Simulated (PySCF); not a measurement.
The calculation's input:

```
{"job": {"kind": "nmr", "xc": "PBE0", "basis": "pcSseg-1"}, "charge": 0, "multiplicity": 1}
N     -1.913571    -0.739539    -1.254411
C     -0.476811    -0.532870    -1.131020
C     -0.282910     0.228423     0.184935
Si    -0.182822    -0.988471     1.646592
Si    -1.886181     1.285777     0.241254
Si     1.249492     1.332295     0.170935
O      2.661587     0.458554     0.459316
C      3.102541    -0.494103    -0.308267
O      2.603662    -0.864261    -1.330833
H     -2.212583    -1.494584    -0.647571
H     -2.185446    -0.970694    -2.204157
H     -0.165244     0.085456    -1.977840
H      0.104936    -1.463391    -1.177872
H     -1.355689    -1.874524     1.656445
H      0.995428    -1.856966     1.510395
H     -0.120854    -0.267196     2.916077
H     -1.612415     2.365037     1.212327
H     -3.054330     0.574020     0.751381
H     -2.125826     1.940121    -1.040250
H      1.392179     2.211614     1.323631
H      1.426207     2.025755    -1.104239
H      4.028237    -0.941068     0.102321
```

Command:

```sh
OMP_NUM_THREADS=1 python probes_run.py task.json out
```

Geometry: GFN2-xTB.

Method: PBE0/pcSseg-1, SCF density, gas phase, non-relativistic in PySCF.

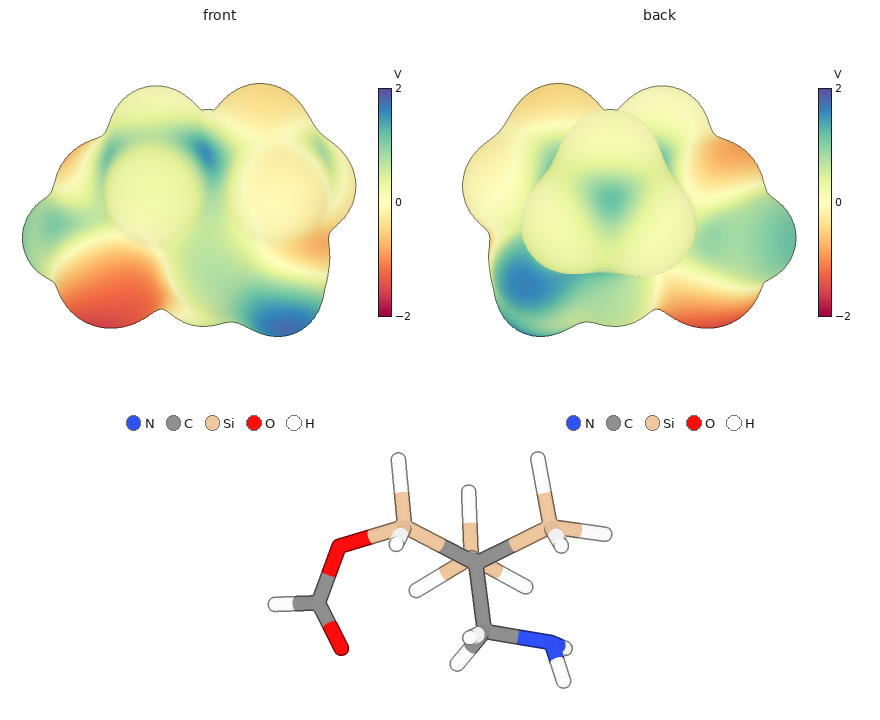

C$_{3}$H$_{13}$NO$_{2}$Si$_{3}$. The electrostatic potential painted on the density surface at 0.002 e/bohr³, seen from the front and from behind; red is negative and blue positive. The bare structure is drawn below in the same view.

Q: Which sites attract a positive test charge, and which a negative one?

A: A positive charge is drawn to the negative regions and a negative charge to the positive ones. The most negative region (about −1.5 V) lies over O9, the most positive (about +1.7 V) over H11. O9 is the likeliest acceptor of a hydrogen bond.

Q: How polar is the molecule by this calculation?

A: Its dipole moment is 1.37 D.
